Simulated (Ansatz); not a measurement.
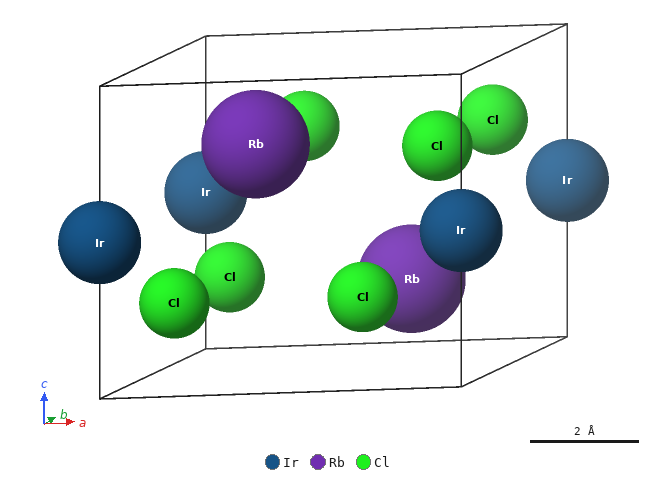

Structure drawing (spheres-only), viewed slightly off an axis. Atoms at the boundary of the simulation cell (the box) are drawn once for each face, edge or corner they touch.

The numbers come from DFT, PAW plane waves, r2SCAN in Ansatz 0.2.0, using wavefunction cutoff 500 eV, 5×5×6 k-mesh, Fermi-Dirac smearing of 0.1 eV, no spin polarisation.

Give the Bader charge of each element.

Rb +0.88 e; Ir +1.23 e; Cl -0.50 e.

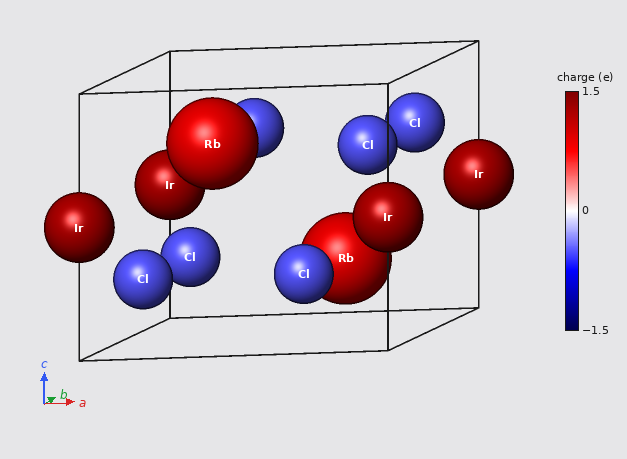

The atoms coloured by those charges.

The initial geometry was a generated cell, made by putting these elements into a known structure type (the compound may or may not exist in this form). The geometry is the end of a relaxation with DFT, PAW plane waves, r2SCAN in Ansatz.
